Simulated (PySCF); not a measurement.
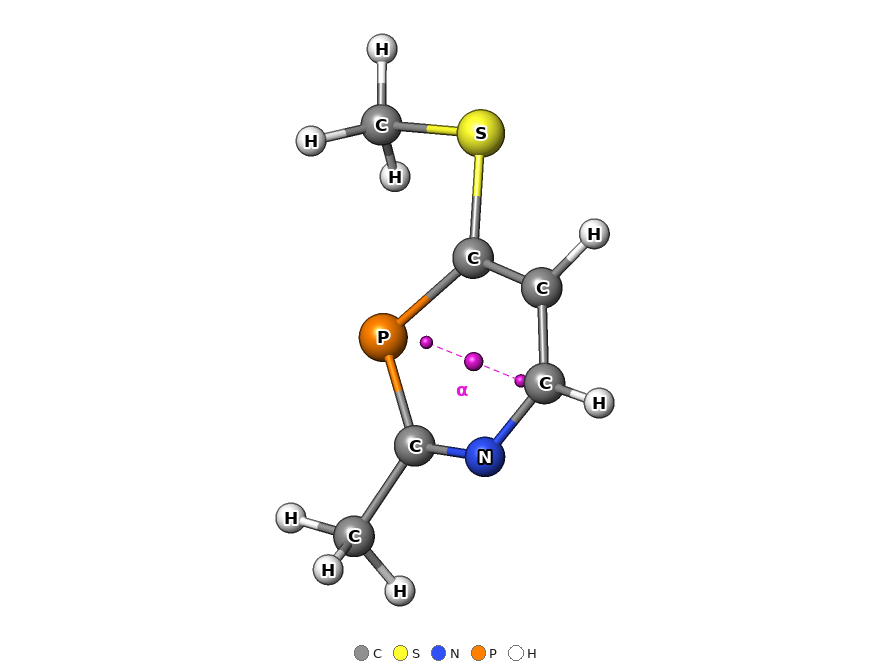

The small points mark where nucleus-independent chemical shifts (NICS) were computed: at the centre of each lettered ring and 1 Å above and below it. The computed structure is the end point of a GFN2-xTB optimisation. No frequency run is at hand to confirm it as a minimum. Properties computed with GIAO PBE0/pcSseg-1 NMR shielding, non-relativistic, gas phase (PySCF 2.14.0).

Give NICS(0), NICS(1) and the out-of-plane component NICS(1)zz for each ring (means of the two sides).

| ring | members | NICS(0) | NICS(1) | NICS(1)zz |
| --- | --- | --- | --- | --- |
| α | C4NP | −5.7 | −9.5 | −22.2 |

Values in ppm.

**What do the values say about the ring currents?**

Ring α: diatropic, as in an aromatic ring. NICS is one index among several.

The geometry is semi-empirical. Around P such bond lengths and angles can be off by a tenth of an ångström or more and by several degrees, and values that hang on the shape move with them.
